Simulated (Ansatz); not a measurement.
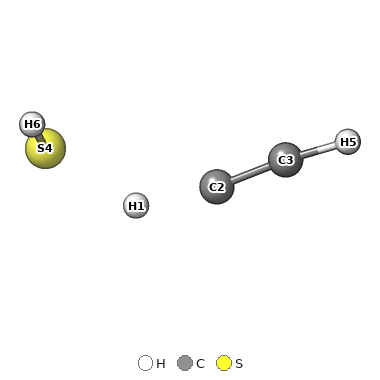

The system is the reacting system C₂H₃S (fragments C₂H₃S where the first distance is long, H₂S + C₂H where the second is long), spin multiplicity 2; the picture shows the reference structure. 
- Coordinates scanned: (1) distance H1–S4 (bond that forms); (2) distance H1–C2 (bond that breaks).
- Relaxed at each point: all other coordinates.
- Grid: 7 × 7 points.
- Points are written as (first, second).
- Energies are in kJ/mol, from the lowest grid point.
- Energies and slopes of some neighbouring points disagree (a jump in structure or state, or too coarse a mesh).
- Level of theory: Ansatz 0.2.0, UKS r2SCAN-D4/def2-SVP.

Its coordinates:

```xyz
6

H    -0.7779    0.5836    0.3737
C     0.1284    0.3606   -0.6458
C     1.0218    0.0771   -1.4291
S    -0.9143    0.1874    2.1188
H     1.7600   -0.1252   -2.1852
H    -1.2180   -1.0836    1.7676
```

Range: distance H1–S4 (bond that forms) from 1.224 to 2.724 Å; distance H1–C2 (bond that breaks) from 0.963 to 2.163 Å.

Q: What landscape does the calculation give?

A: The lowest grid point is at (2.418 Å, 0.963 Å). It lies on the edge of the grid, but the force there points inwards, so the minimum lies inside the range. The highest grid point, (1.224 Å, 0.963 Å), lies 451 kJ/mol above the lowest.

```tsv
second ↓, first →	1.224	1.384	1.604	1.855	2.128	2.418	2.724
2.163	208	183	234	329	317	318	316
1.918	219	190	231	298	360	391	409
1.686	234	190	203	243	273	289	301
1.468	249	180	162	170	177	181	188
1.267	276	177	123	103	94	88	89
1.091	340	208	122	79	58	47	39
0.963	451	292	182	124	94	0	40
```

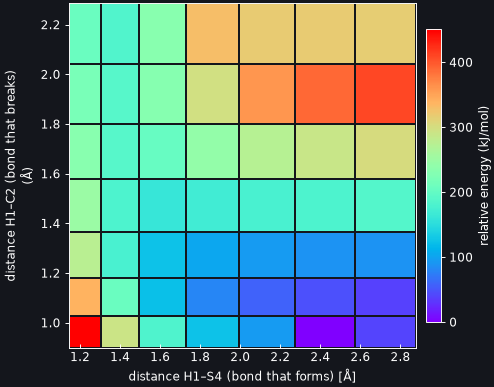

In the figure: one coloured cell a grid point.

Time for the 49 points that were run: 39 min on 1 thread of Intel(R) Xeon(R) Platinum 8259CL CPU @ 2.50GHz (Skylake/Cascade Lake), with other jobs on the host.
